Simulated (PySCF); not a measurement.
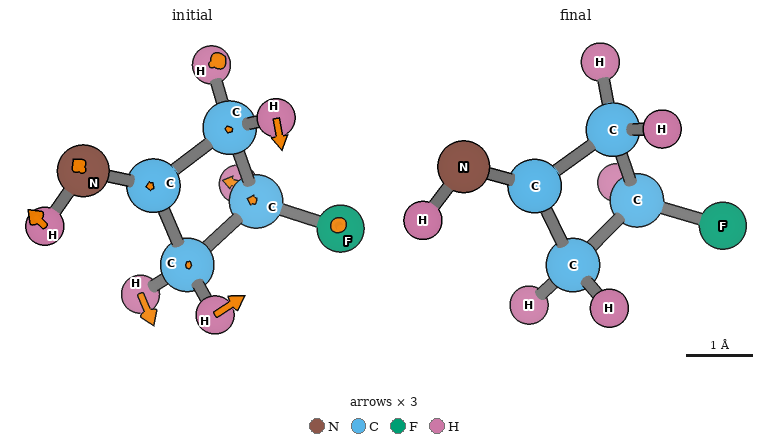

The structure of C4H6FN before (left) and after (right) a relaxation, at one scale. The orange arrows give the displacements, magnified 3 times.

A ball-and-stick model, seen at a tilt.

The start comes from MMFF94s.

Level of theory: PBE0-D3(BJ)/def2-SVP geometry optimisation, gas phase in PySCF 2.14.0, density-fitted response routines. 

> Describe what moved and what it gained.

The energy falls by 0.101 eV in 12 geometry steps. An H atom moves most after the best rigid fit: 0.20 Å. Largest moves by element: H 0.20 Å, F 0.12 Å, N 0.11 Å, C 0.05 Å. Among the contacts that change: C–C 1.561 → 1.538 Å, C–N 1.279 → 1.260 Å, C–C 1.504 → 1.522 Å, C–F 1.353 → 1.364 Å. Bond angles that change, for instance: C–C–H 114.8° → 109.7°, N–C–C 133.1° → 137.1°, C–C–H 114.6° → 118.5°.
